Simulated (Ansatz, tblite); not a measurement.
# In11As11 wurtzite off sphere (In₁₁As₁₁H₂₈): which spin state is lowest

Aim: set other spin states of In11As11 wurtzite off sphere (In₁₁As₁₁H₂₈) against its singlet, on many levels of theory.

Computed with Ansatz 0.2.0, Gaussian basis. Level: as each input shows.

Levels to be run: triplet, at the geometry of the singlet (GFN1-xTB, GFN2-xTB, PBE0-D4/def2-TZVP, PBE-D4/def2-TZVP); the singlet's energies come from earlier runs.

1 further run of the same task is left out (set aside as unsound or not needed).

### 1 The geometry

The geometry is that of the singlet, from an earlier relaxation (PBE-D4/def2-SVP).

50 atoms, charge 0, spin multiplicity 1.

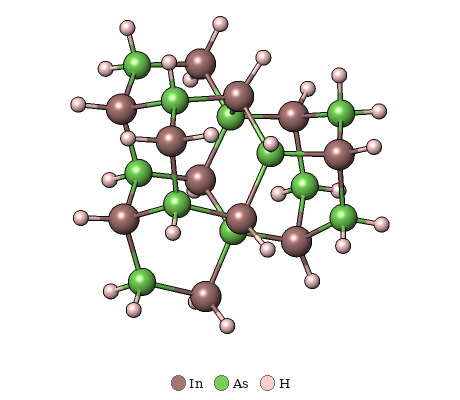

The geometry (indium brown, arsenic green, hydrogen pink).

In takes a core potential in the def2 sets. No spin-orbit coupling is included.

### 2 Triplet at the fixed geometry, GFN1-xTB

Tight binding, by tblite at 300 K electronic temperature and without a spin-polarisation term:

```python
tblite.interface.Calculator('GFN1-xTB', numbers, positions, charge=0, uhf=2).singlepoint()
```

Energy -1587.2036 eV; 0.81 s.

### 3 Triplet at the fixed geometry, GFN2-xTB

Tight binding, by tblite at 300 K electronic temperature and without a spin-polarisation term:

```python
tblite.interface.Calculator('GFN2-xTB', numbers, positions, charge=0, uhf=2).singlepoint()
```

Energy -1458.8950 eV; 0.67 s.

### 4 Triplet at the fixed geometry, PBE0-D4/def2-TZVP

File in.yaml:

```yaml
crystal:
  periodic: [false, false, false]
  atoms:
    - {symbol: In, position_ang: [0.380782, -4.971772, -0.079043]}
    - {symbol: As, position_ang: [0.430873, -4.588082, 2.649952]}
    - {symbol: In, position_ang: [0.454625, -2.528569, -3.290797]}
    - {symbol: As, position_ang: [-1.570612, -0.909007, -4.111968]}
    - {symbol: As, position_ang: [0.383227, -2.335650, -0.679325]}
    - {symbol: In, position_ang: [-1.860414, -1.075615, 0.044768]}
    - {symbol: In, position_ang: [0.456770, -2.192580, 3.888164]}
    - {symbol: As, position_ang: [-1.588253, -0.919131, 2.729838]}
    - {symbol: In, position_ang: [-1.965089, 1.653427, -3.289336]}
    - {symbol: As, position_ang: [-1.832527, 1.497627, -0.677601]}
    - {symbol: In, position_ang: [-4.116253, 2.813185, -0.073225]}
    - {symbol: In, position_ang: [-1.665270, 1.488068, 3.889416]}
    - {symbol: As, position_ang: [-3.754429, 2.665153, 2.654692]}
    - {symbol: As, position_ang: [2.491107, -0.886797, -4.084450]}
    - {symbol: In, position_ang: [2.649404, -1.204606, 0.124730]}
    - {symbol: As, position_ang: [2.480530, -0.878900, 2.767547]}
    - {symbol: In, position_ang: [2.879610, 1.664114, -3.234018]}
    - {symbol: As, position_ang: [0.473941, 2.599290, -4.082916]}
    - {symbol: As, position_ang: [2.373323, 1.368305, -0.668544]}
    - {symbol: In, position_ang: [0.282047, 2.893206, 0.123051]}
    - {symbol: In, position_ang: [2.884210, 1.663684, 3.680569]}
    - {symbol: As, position_ang: [0.481195, 2.585670, 2.766134]}
    - {symbol: H, position_ang: [-1.186167, -5.643472, -0.421448]}
    - {symbol: H, position_ang: [1.952168, -5.613440, -0.465005]}
    - {symbol: H, position_ang: [-0.696825, -5.367444, 3.327111]}
    - {symbol: H, position_ang: [1.569551, -5.389393, 3.281401]}
    - {symbol: H, position_ang: [0.505310, -4.002277, -4.216235]}
    - {symbol: H, position_ang: [-2.838435, -1.643288, -3.681948]}
    - {symbol: H, position_ang: [-1.803933, -1.042875, -5.618228]}
    - {symbol: H, position_ang: [-3.308964, -1.913500, -0.459715]}
    - {symbol: H, position_ang: [0.410016, -2.296849, 5.624985]}
    - {symbol: H, position_ang: [-2.822100, -1.630531, 3.291091]}
    - {symbol: H, position_ang: [-3.217413, 2.431147, -4.215330]}
    - {symbol: H, position_ang: [-5.480683, 1.790029, -0.412454]}
    - {symbol: H, position_ang: [-3.888071, 4.494632, -0.461691]}
    - {symbol: H, position_ang: [-1.776578, 1.498781, 5.626282]}
    - {symbol: H, position_ang: [-4.993269, 2.081313, 3.334309]}
    - {symbol: H, position_ang: [-3.875933, 4.053194, 3.283999]}
    - {symbol: H, position_ang: [2.688652, -0.975819, -5.598658]}
    - {symbol: H, position_ang: [3.771587, -1.628426, -3.709874]}
    - {symbol: H, position_ang: [4.109626, -1.912754, -0.521608]}
    - {symbol: H, position_ang: [3.694430, -1.670426, 3.263585]}
    - {symbol: H, position_ang: [4.238056, 2.451853, -3.972869]}
    - {symbol: H, position_ang: [0.494970, 2.812020, -5.597515]}
    - {symbol: H, position_ang: [0.468869, 4.079679, -3.711020]}
    - {symbol: H, position_ang: [3.588983, 2.072334, -0.056225]}
    - {symbol: H, position_ang: [0.400739, 4.510879, -0.525306]}
    - {symbol: H, position_ang: [2.793222, 1.612365, 5.417340]}
    - {symbol: H, position_ang: [4.116705, 2.373200, 2.671856]}
    - {symbol: H, position_ang: [0.402490, 4.032550, 3.262533]}
basis:
  gaussian: {orbitals: def2-TZVP, fitting: {mean_field: def2-universal-jkfit}}
magnetization: {spin_polarized: true, initial_magnetization: 2}
hamiltonian: {xc: pbe0, dispersion: d4}
scf: {omitted_lower_state_checks: [starts]}
output: {orbitals: {seedname: orbitals}}
```

The run is started by

```
> ansatz run in.yaml --threads 11 --pin off --events-out ev --progress --plain --max-ram 174080MiB --backend cuda --devices 0, --max-vram 75GiB
```

The program printed:

```text
Functional definition: PBE0
  name "PBE0"
  cite "Adamo & Barone, J. Chem. Phys. 110, 6158 (1999) doi:10.1063/1.478522"
  cite "Perdew, Burke & Ernzerhof, Phys. Rev. Lett. 77, 3865 (1996) doi:10.1103/PhysRevLett.77.3865"
  parent pbe
  parameter a = 0.25
  parameter kappa = 0.804
  parameter beta = 0.06672455060314922
  exchange = (1 - a)*pbe_x(kappa = kappa, mu = beta*pi^2/3) + a*exact_x
  correlation = pbe_c(beta = beta)
these checks for a lower state are left out or cut short: starts
5828 factors; integrals over basis functions are off by at most 6.3e-1 eV
mean field evaluation 1: about -726547.4276 eV, gradient 3.7e1 eV
mean field evaluation 2: about -726545.2530 eV, gradient 4.0e1 eV
mean field evaluation 4: about -726553.4075 eV, gradient 7.0e0 eV
mean field evaluation 8: about -726553.7644 eV, gradient 6.0e-1 eV
mean field evaluation 16: about -726553.8238 eV, gradient 9.4e-2 eV
mean field evaluation 32: about -726553.8258 eV, gradient 5.2e-4 eV
mean field -726553.82577700 eV, -26700.3606214337 hartree, gradient 9.2e-6 eV, S^2 2.005344; 0 other end points of the search recorded, 0 dependent functions left out
reference -726553.82592321 eV, -26700.3606268068 hartree; 312, 310 occupied and 934, 936 virtual orbitals, 5828 factors
Total energy: -726557.45551304 eV, -26700.4940117727 hartree
Checks for a lower state left out: starts
```

Run time: 53 s. Hardware: 1 × H100 with 11 threads of AMD EPYC 7R13, shared host; peak host memory 2.3 GiB.

HOMO -2.82 eV, LUMO -5.49 eV (over both spins; with the spin held, an empty level of the minority spin lies below the top filled one); ⟨S²⟩ 2.005 (pure: 2.00).

### 5 Triplet at the fixed geometry, PBE-D4/def2-TZVP

start.molden holds the orbitals of an earlier run on this state, given as this run's starting guess.

in.yaml: that of step 4 with these lines changed.

```diff
@@ -54,5 +54,5 @@
 basis:
-  gaussian: {orbitals: def2-TZVP, fitting: {mean_field: def2-universal-jkfit}}
+  gaussian: {orbitals: def2-TZVP, fitting: {mean_field: def2-universal-jkfit}, initial_orbitals: start.molden}
 magnetization: {spin_polarized: true, initial_magnetization: 2}
-hamiltonian: {xc: pbe0, dispersion: d4}
+hamiltonian: {xc: pbe, dispersion: d4}
 scf: {omitted_lower_state_checks: [starts]}
```

Launched as before.

The program printed:

```text
Functional definition: PBE
  name "PBE"
  cite "Perdew, Burke & Ernzerhof, Phys. Rev. Lett. 77, 3865 (1996) doi:10.1103/PhysRevLett.77.3865"
  parent pbe
  parameter kappa = 0.804
  parameter beta = 0.06672455060314922
  exchange = pbe_x(kappa = kappa, mu = beta*pi^2/3)
  correlation = pbe_c(beta = beta)
these checks for a lower state are left out or cut short: starts
5828 factors; integrals over basis functions are off by at most 6.3e-1 eV
mean field evaluation 1: about -726532.6997 eV, gradient 2.1e1 eV
mean field evaluation 2: about -726533.7088 eV, gradient 1.3e0 eV
mean field evaluation 4: about -726533.7929 eV, gradient 3.2e-1 eV
mean field evaluation 8: about -726533.8034 eV, gradient 2.0e-4 eV
mean field evaluation 16: about -726533.8034 eV, gradient 1.2e-5 eV
mean field -726533.80344692 eV, -26699.6248143748 hartree, gradient 8.8e-7 eV, S^2 2.002038; 0 other end points of the search recorded, 0 dependent functions left out
reference -726533.80363919 eV, -26699.6248214407 hartree; 312, 310 occupied and 934, 936 virtual orbitals, 5828 factors
Total energy: -726537.73209904 eV, -26699.7691896775 hartree
Checks for a lower state left out: starts
```

Run time: 28 s. Hardware: 1 × H100 with 11 threads of AMD EPYC 7R13, shared host; peak host memory 2.2 GiB.

HOMO -2.64 eV, LUMO -5.71 eV (over both spins; with the spin held, an empty level of the minority spin lies below the top filled one); ⟨S²⟩ 2.002 (pure: 2.00).

### 6 Triplet less singlet, vertical

The singlet's energies are those of its earlier runs, whose logs aren't repeated here.

| level | triplet less singlet, vertical (eV) | time |
| --- | --- | --- |
| GFN1-xTB | +2.622 | 1.4 s |
| GFN2-xTB | +2.659 | 1.2 s |
| PBE-D4/def2-TZVP | +3.090 | 44 s |
| PBE0-D4/def2-TZVP | +3.739 | 86 s |

Times add the two runs; a level without a time comes out of a correlated run. Tight binding without a spin term can't rank spin states.

### 7 Summary of results

```
                                                quantity                                   value
triplet less singlet, vertical, functionals in def2-TZVP  +3.090 (PBE-D4) to +3.739 eV (PBE0-D4)
```

**Reading.** All functionals put the triplet above the singlet, over a spread of 0.650 eV. The checks for a lower triplet were left out, so another state of that spin may lie lower. These are electronic energies, without zero-point motion, entropy or surroundings.
